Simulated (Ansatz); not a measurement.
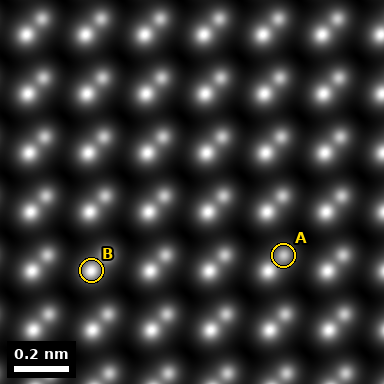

Map of the projected electrostatic potential of Ta2SbN (P-6m2, No. 187) along [421]. Computed as the sum of neutral-atom potentials (tabulated electron scattering factors, B = 0.3 Å²) projected along the beam and smoothed by 0.25 Å; brighter is more positive. The display is stretched by a gamma of 0.7; percentages refer to the linear signal. Model: the geometry relaxed with DFT PBEsol, scalar-relativistic, plane waves, PAW in Ansatz 0.2.0; the starting structure was generated, so it need not be a known form of this composition.

```cif
data_structure
_symmetry_space_group_name_H-M 'P-6m2'
_symmetry_Int_Tables_number 187
_cell_length_a 3.0827
_cell_length_b 3.0827
_cell_length_c 7.2966
_cell_angle_alpha 90.000
_cell_angle_beta 90.000
_cell_angle_gamma 120.000
_cell_volume 60.05
loop_
_atom_site_label
_atom_site_type_symbol
_atom_site_symmetry_multiplicity
_atom_site_Wyckoff_symbol
_atom_site_fract_x
_atom_site_fract_y
_atom_site_fract_z
_atom_site_occupancy
Ta1 Ta 2 i 0.66667 0.33333 0.68849 1
Sb1 Sb 1 a 0.00000 0.00000 0.00000 1
N1 N 1 d 0.33333 0.66667 0.50000 1
```

What lies under each ring?

Answer. A: Ta + N (1 Ta and 1 N per 12.93 Å along the beam; about 70 % of the brightest peak). B: Ta + Sb (1 Ta and 1 Sb per 12.93 Å along the beam; the brightest kind). Brightness is counted from the darkest point of the image.
